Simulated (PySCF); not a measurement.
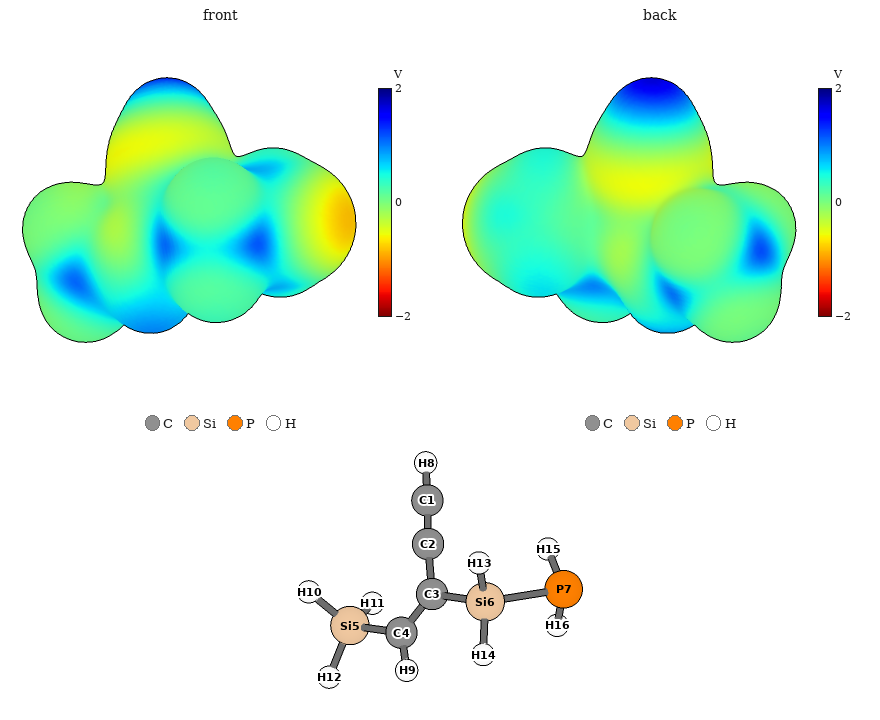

Figure 1: C₄H₉PSi₂ (SMILES C#C/C(=C\[SiH3])[SiH2]P). The molecular electrostatic potential painted on the density surface at 0.002 e/bohr³, seen from the front and from behind; red is negative and blue positive. The bare structure is drawn below in the same view.

Geometry: GFN2-xTB.

Computed with PySCF 2.14.0, B3LYP/def2-SVPD, SCF density, gas phase.

Input

```
{"job": {"kind": "uv", "xc": "B3LYP", "basis": "def2-SVPD", "nstates": 8, "ntriplets": 3}, "charge": 0, "multiplicity": 1}
C     -0.233646    -0.778461     2.329581
C     -0.074588    -0.235243     1.268457
C      0.014149     0.423287     0.025173
C      1.132371     0.362113    -0.715003
Si     2.693099    -0.560095    -0.203509
Si    -1.576646     1.318411    -0.513845
P     -3.249630    -0.146519    -0.834750
H     -0.337720    -1.261778     3.255003
H      1.131480     0.886489    -1.663122
H      3.287174     0.101011     0.960497
H      2.366789    -1.948872     0.125734
H      3.626092    -0.519100    -1.332045
H     -2.006931     2.243937     0.539120
H     -1.319205     2.017907    -1.776677
H     -2.913731    -0.946640     0.242903
H     -2.546655    -0.947502    -1.718929
```

Launched as:

```sh
OMP_NUM_THREADS=1 python probes_run.py task.json out
```

Where is the surface potential most negative and most positive?

The most negative region (about −0.8 V) lies over P7, the most positive (about +1.5 V) over H8.
